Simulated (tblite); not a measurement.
C$_{6}$H$_{13}$NSi: frequency calculation

C$_{6}$H$_{13}$NSi, SMILES C=C(C)[C@H]1CN[SiH2]C1, computed with GFN2-xTB harmonic vibrations, gas phase (tblite 0.8.0).

It belongs to a series of runs on one base structure; here: H on C replaced by isopropenyl.

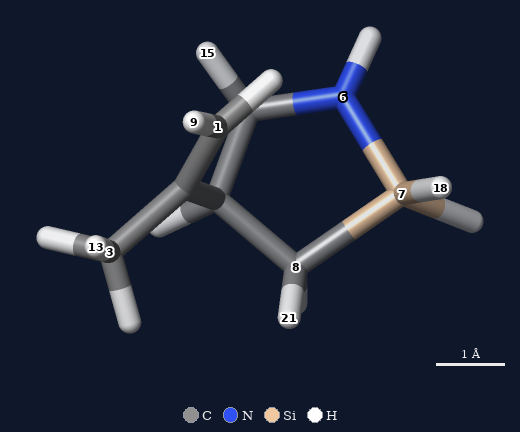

*The structure as given in the input (stick view, seen at a tilt; atoms are numbered from 1 in the order of the input).*

Bond lengths as drawn: C–C 1.32 to 1.54 Å, C–H 1.07 to 1.10 Å, C–N 1.45 Å, C–Si 1.90 Å, H–N 1.01 Å, H–Si 1.46 to 1.47 Å and N–Si 1.71 Å.

## Key numbers

- outcome: converged
- total energy: −656.4029 eV
- zero-point energy: 109.6740 kcal/mol
- hardware: 1 CPU thread, shared host
- wall time: 0.91 s
- peak memory: 0.18 GiB

## Input file
```
{"job": {"kind": "ir", "xc": "GFN2-xTB", "basis": "xTB"}, "charge": 0, "multiplicity": 1}
C     -1.125733    -0.405765     1.503106
C     -1.234217    -0.080884     0.225562
C     -2.492082    -0.338748    -0.551809
C     -0.119546     0.543703    -0.579926
C      0.794476     1.458445     0.244998
N      1.805236     0.634180     0.874347
Si     2.144503    -0.842490     0.076052
C      0.760628    -0.559800    -1.192154
H     -1.940369    -0.870602     2.034316
H     -0.228301    -0.226651     2.066317
H     -2.270862    -0.895861    -1.461637
H     -2.951614     0.605156    -0.847109
H     -3.210088    -0.902686     0.037920
H     -0.579668     1.139072    -1.377009
H      0.216144     1.993854     1.006105
H      1.254504     2.207992    -0.416413
H      2.421019     1.128031     1.496984
H      1.939156    -1.978715     0.977320
H      3.461882    -0.930323    -0.569246
H      1.177040    -0.214796    -2.139087
H      0.168970    -1.446169    -1.409107
```

The first line tells a small driver script what to run in tblite; the rest is the geometry in Å.

Command:
```bash
OMP_NUM_THREADS=1 python <driver script> task.json out
```

## The program's output
```
mode    cm-1     km/mol
  1      53.8      0.18
  2      92.6      1.47
  3     143.8      2.38
  4     148.3      0.75
  5     224.6      3.73
  6     281.5      4.28
  7     332.4      6.55
  8     341.5     58.38
  9     425.7      6.81
 10     463.6      2.61
 11     482.9     46.06
 12     533.0     58.57
 13     548.7      4.23
 14     654.6    128.43
 15     681.5      3.80
 16     721.8      5.62
 17     743.7     46.12
 18     798.6     64.50
 19     814.3    219.62
 20     833.9     10.87
 21     867.6    159.41
 22     899.4     32.35
 23     953.9      1.90
 24     959.3      0.39
 25    1005.3      2.74
 26    1027.6      3.76
 27    1042.4      2.47
 28    1074.2      7.28
 29    1132.9     38.02
 30    1147.1      1.97
 31    1179.2     37.46
 32    1213.7     25.93
 33    1228.1     10.97
 34    1252.3     50.27
 35    1289.7     15.94
 36    1353.8      0.65
 37    1365.2     19.83
 38    1399.2      2.00
 39    1420.4      6.87
 40    1484.2      2.76
 41    1485.3      2.54
 42    1491.2      3.58
 43    1500.4      1.49
 44    1731.6     19.06
 45    2192.2    476.98
 46    2245.7    247.75
 47    2844.0     79.87
 48    2912.9     48.43
 49    2924.3     75.88
 50    2978.1     67.27
 51    2991.8     35.41
 52    3011.3     21.87
 53    3016.5     41.88
 54    3043.1     33.76
 55    3097.4     44.23
 56    3147.5     26.23
 57    3488.9      2.95
```

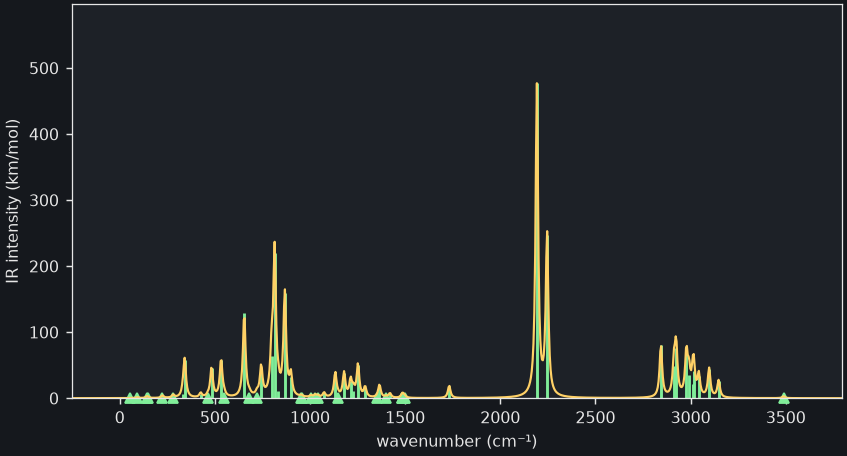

*Harmonic infrared spectrum, unscaled: sticks (degenerate modes added up, dark ones marked on the axis) with a Lorentzian envelope of 16 cm⁻¹ full width, scaled to the tallest stick.*

57 modes from 54 to 3489 cm⁻¹, none imaginary. The strongest line is at 2192 cm⁻¹ (477 km/mol).
